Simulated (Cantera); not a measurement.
Feed: 1 mol SiCl4, a varied amount of N2, 20 mol H2, held at 1448 K and 52.5 Torr.

Equilibrium computed with Cantera from the NASA thermochemical tables; the gas is ideal and each condensed phase is pure. Candidate condensed phases: NH4Cl, Si, Si3N4; 28 gas species. N2 is the only nitrogen source here; it is nearly inert below about 1500 K, so the nitride shown seldom forms there in practice. The tables' values for SiCl3 are old estimates; treat these amounts as uncertain. Kinetics and transport are ignored.

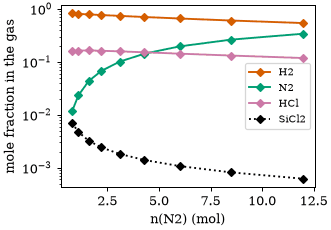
Equilibrium gas composition (values under 1e-9 drawn at 1e-9)

From 0.79 mol N2 to 12 mol N2 the condensed part is Si3N4(s). The main Si-bearing gas is SiCl2 throughout. The share of Si in condensed phases is highest at 12 mol N2 (97.4 %) and lowest at 0.79 mol N2 (79.6 %).
